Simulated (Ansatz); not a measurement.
# SnH3F (SMILES [F][SnH3]): HF/STO-3G

Aim: the electronic atomisation energy of SnH3F at HF/STO-3G, from 4 runs. 

The calculation is run with Ansatz 0.2.0.

28 further runs of the same task are left out: 28 set aside as unsound or not needed. Runs told in other sessions of the task aren't counted.

### 1 The molecule

SnH3F: 5 atoms, total charge 0, spin state singlet. As SMILES, `[F][SnH3]`. The coordinates come from a PBE0-D4/def2-TZVP relaxation.

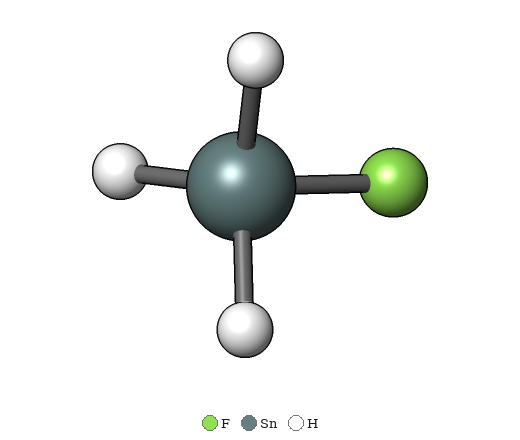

The structure, seen from a chosen angle (fluorine green, tin teal, hydrogen white).

### 2 A single-point energy at HF/STO-3G

Contents of input.yaml:

```yaml
crystal:
  periodic: [false, false, false]
  atoms:
    - {symbol: F, position_ang: [-1.285000, 0.718300, 1.005000]}
    - {symbol: Sn, position_ang: [0.100400, -0.065900, -0.079000]}
    - {symbol: H, position_ang: [-0.528400, -0.054800, -1.659100]}
    - {symbol: H, position_ang: [0.318900, -1.626500, 0.560600]}
    - {symbol: H, position_ang: [1.444100, 0.955200, 0.131000]}
basis:
  gaussian:
    orbitals: STO-3G
output: {orbitals: {seedname: orbitals}}
accuracy: high
hamiltonian:
  xc: hf
```

The run is started by

```bash
$ ansatz run input.yaml --threads 1 --pin off --max-ram 2610MiB --events-out events.jsonl --progress --plain --runs-dir runs
```

What it wrote:

```text
Warning: RAYON_NUM_THREADS=1 ignored (pool sized by the plan → 1); use --threads N
Functional definition: HF
  name "HF"
  exchange = exact_x
  correlation = 0
641 factors; integrals over basis functions are off by at most 4.0e-9 eV
mean field evaluation 1: about -164982.9594 eV, gradient 1.6e1 eV
mean field evaluation 2: about -164982.9702 eV, gradient 1.6e1 eV
mean field evaluation 4: about -164984.5885 eV, gradient 1.2e0 eV
mean field evaluation 8: about -164984.5958 eV, gradient 1.7e-5 eV
mean field -164984.59580618 eV, -6063.0720653014 hartree, gradient 2.9e-8 eV, S^2 0.000000; 0 other end points of the search recorded, 0 dependent functions left out
reference -164984.59580618 eV, -6063.0720653014 hartree; 31, 31 occupied and 4, 4 virtual orbitals, 641 factors
Total energy: -164984.59580618 eV, -6063.0720653014 hartree
```

Run time: 0.28 s. Hardware: 1 thread of AMD EPYC 9R45 (Zen 5), shared host.

### 3 The F atom, same level

Contents of job.yaml:

```yaml
crystal:
  periodic: [false, false, false]
  atoms:
    - {symbol: F, position_ang: [0.000000, 0.000000, 0.000000]}
basis:
  gaussian:
    orbitals: STO-3G
magnetization:
  spin_polarized: true
  initial_magnetization: 1
hamiltonian:
  xc: hf
accuracy: high
```

Run the same way, it converges to -97.98651 Eh (log not shown).

### 4 The H atom at the same level

Contents of in.yaml:

```yaml
crystal:
  periodic: [false, false, false]
  atoms:
    - {symbol: H, position_ang: [0.000000, 0.000000, 0.000000]}
basis:
  gaussian:
    orbitals: STO-3G
accuracy: high
hamiltonian:
  xc: hf
magnetization:
  spin_polarized: true
  initial_magnetization: 1
```

Run the same way, it converges to -0.46658 Eh (log not shown).

### 5 The Sn atom, same level

Contents of molecule.yaml:

```yaml
crystal:
  periodic: [false, false, false]
  atoms:
    - {symbol: Sn, position_ang: [0.000000, 0.000000, 0.000000]}
basis:
  gaussian:
    orbitals: STO-3G
magnetization:
  spin_polarized: true
  initial_magnetization: 2
hamiltonian:
  xc: hf
accuracy: high
```

Run the same way, it converges to -5963.20613 Eh (log not shown).

### 6 Results

At HF/STO-3G:

| quantity | value |
| --- | --- |
| molecule: total energy | -6063.07207 Eh |
| molecule: HOMO energy | -9.59 eV |
| molecule: LUMO energy | 10.51 eV |
| molecule: HOMO–LUMO gap | 20.10 eV |
| F atom: total energy | -97.98651 Eh |
| F atom: ⟨S²⟩ | 0.750 |
| H atom: total energy | -0.46658 Eh |
| H atom: ⟨S²⟩ | 0.750 |
| Sn atom: total energy | -5963.20613 Eh |
| Sn atom: ⟨S²⟩ | 2.000 |
| electronic atomisation energy | 13.053 eV |

Taking the molecule apart into free atoms costs 13.05 eV (301 kcal/mol), before zero-point energy and without spin-orbit coupling. Hartree–Fock lacks the correlation of the bonding pairs, which as a rule makes this value much too low; in minimal bases other errors can mask that. In a minimal basis such a difference can be off by several eV, whatever the method. Relativity is left out (molecule) although the molecule holds a heavy atom. Relativity is left out (Sn atom) although the molecule holds a heavy atom.
